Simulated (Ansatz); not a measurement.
# PbSe (rock salt), energy against volume

PbSe (rock salt), conventional cell a = b = c = 6.1016 Å, α = β = γ = 90.00°. The calculation uses the primitive cell of 2 atoms, to which meshes and values per cell refer.

This relaxed cell (volume V₀) is scaled evenly in all directions, its shape held. Symmetry pins the atoms to their sites.

Level of theory: PBEsol (plane waves to 420 eV, PAW, scalar-relativistic; Ansatz, an electronic-structure program). k mesh 10×10×10 (Γ-centred), Fermi-Dirac smearing 0.05 eV. The energy includes the smearing's −TS. Compression counts positive. PbSe was relaxed with its symmetry unable to fall. Spin-orbit coupling is left out, though Pb is heavy. ΔE is measured from the relaxed starting cell.

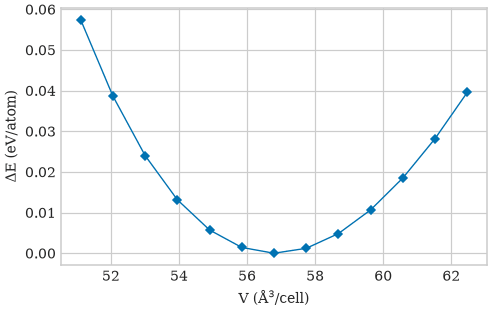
Fig. 1. ΔE (eV/atom) against V (Å³/cell); markers are the computed points, lines only join them.

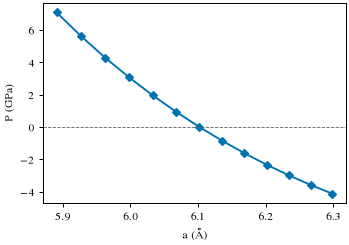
Figure. P (GPa) against a (Å); markers are the computed points, lines only join them.

The pressure at the smallest volume comes out as 7.10 GPa, the energy cost of the largest compression is 57.4 meV/atom and the bulk modulus B₀ (third-order Birch-Murnaghan fit) is 53.3 GPa. The pressure derivative B₀′ (fit) is 4.3 and the equilibrium volume of the fit is 28.41 Å³/atom.

Check by three points about V = 28.395 Å³/atom, step 0.473: d²E/dV² ≈ (1.4 − 2·0.0 + 1.2) meV / 0.473² = 0.0116 eV/Å⁶, and V·d²E/dV² × 160.2 = 52.8 GPa.

(A scan under strain: stresses follow from slopes of the energy per volume, elastic moduli from its curvatures.)
